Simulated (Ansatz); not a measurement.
## Electronic structure of C6H12Cl4Si4 (SMILES Cl[SiH]1C[Si]2(Cl)C[Si]3(Cl)CC1[Si](Cl)(C3)C2) in real space

| atom | x (Å) | y (Å) | z (Å) |
| --- | --- | --- | --- |
| C | -1.6551 | 0.3259 | 1.8334 |
| C | -0.4275 | -2.0932 | 0.3717 |
| C | -1.7221 | -0.0874 | -1.6399 |
| C | -1.0191 | 1.1959 | -1.0597 |
| C | 1.0792 | -0.7032 | -1.8754 |
| C | 1.2642 | 0.4275 | 0.9245 |
| Cl | -0.8486 | 3.3867 | 1.2814 |
| Cl | 0.4882 | -1.5239 | 3.4104 |
| Cl | -1.0625 | -3.1430 | -2.6421 |
| Cl | 1.9835 | 2.4731 | -1.5383 |
| Si | -1.8344 | 1.6934 | 0.5547 |
| Si | -0.0953 | -0.6914 | 1.5853 |
| Si | -0.5349 | -1.5430 | -1.4195 |
| Si | 0.8604 | 0.8637 | -0.8586 |
| H | -3.2627 | 2.0672 | 0.3448 |
| H | -1.6379 | 0.7953 | 2.8327 |
| H | -2.5388 | -0.3368 | 1.8126 |
| H | 0.3993 | -2.8239 | 0.4481 |
| H | -1.3456 | -2.6274 | 0.6752 |
| H | -2.7182 | -0.2775 | -1.1966 |
| H | -1.9033 | 0.0379 | -2.7215 |
| H | -1.1342 | 2.0489 | -1.7532 |
| H | 1.0956 | -0.4738 | -2.9554 |
| H | 1.9888 | -1.2700 | -1.6202 |
| H | 1.3273 | 1.3318 | 1.5543 |
| H | 2.2451 | -0.0780 | 0.9655 |

Geometry: r2SCAN-D4/def2-SVP.

All numbers below come from isolated molecule in a Gaussian basis; Kohn-Sham density functional theory, functional PBE0 (Ansatz 0.2.0).

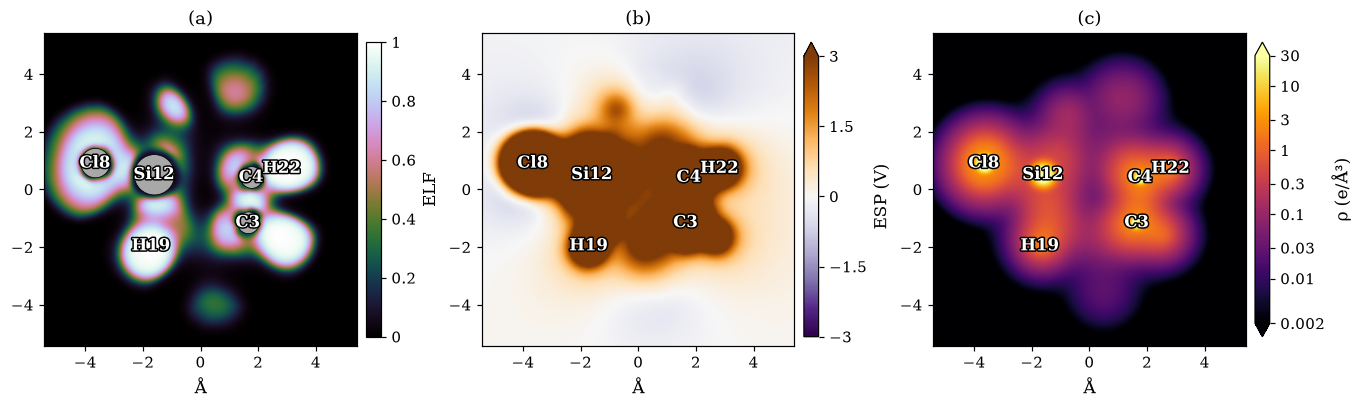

Figure 1. (a) ELF; (b) electrostatic potential; (c) total electron density on the plane of atoms C3, C4 and H22. Grey discs cover the atomic cores in the ELF map.

> Read the bonding off the picture.

The section cuts through C, Cl, Si and H sites. C–C (1.57 Å): the density is about 1.4 e/Å³ at the midpoint; the ELF peaks at about 0.95 between the atoms, as expected for a shared electron pair. Si–Cl (2.09 Å): ρ at the midpoint is about 0.81 e/Å³; the ELF peaks at about 0.90 between the atoms: a shared but strongly polarised pair. C–H (1.11 Å): the density is about 1.8 e/Å³ at the midpoint; the ELF climbs to about 1 towards the hydrogen, as it does in any bond to H; an ordinary covalent bond to hydrogen. The ELF also peaks beside Cl8, away from the bonds: lone-pair regions. Outside the dense part of the molecule the potential is most negative (−0.6 V) near Cl7, which lies off the plane.

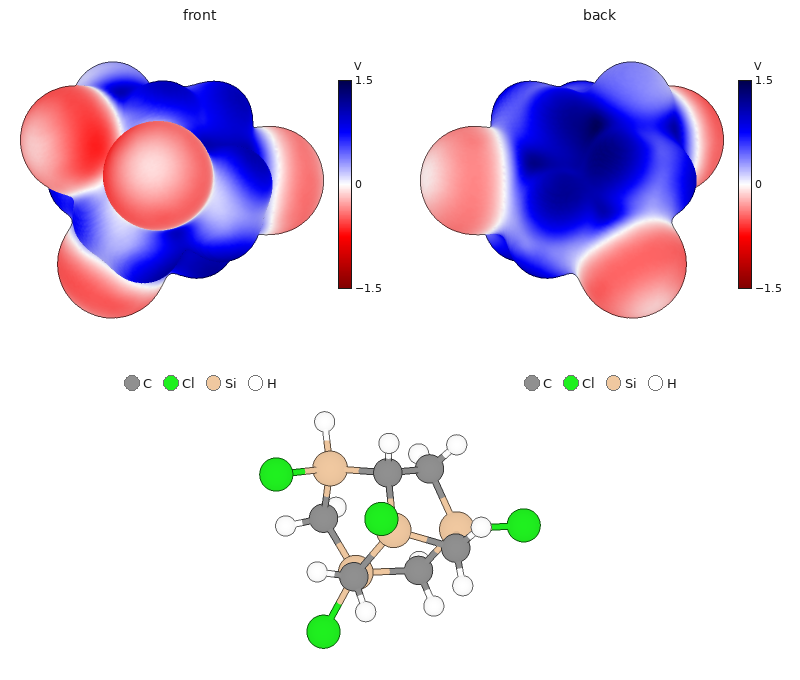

Figure 2. The electrostatic potential painted on the density surface at 0.002 e/bohr³, seen from the front and from behind; red is negative and blue positive. The bare structure is drawn below in the same view.

> Describe the electrostatic potential map.

The most negative region (about −0.6 V) lies over Cl7 and Cl10, the most positive (about +1.3 V) over Si11, H17 and H20.

> What dipole moment does the calculation give?

Its dipole moment is 1.70 D.

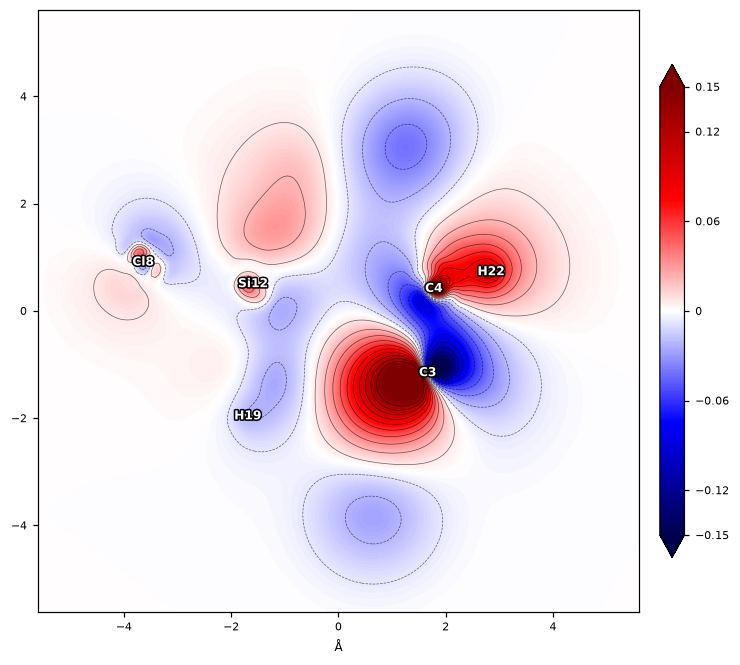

Figure 3. The HOMO on the plane of atoms C3, C4 and H22 (values in Å⁻³ᐟ²; the overall sign is arbitrary).

> What is the character of this orbital?

By Hirshfeld shares it lies mainly on C4 (about 15 %), C5 (about 15 %), Cl10 (about 10 %), C3 (about 10 %), Si14 (about 10 %) and Cl9 (about 10 %). Its energy is −7.89 eV.
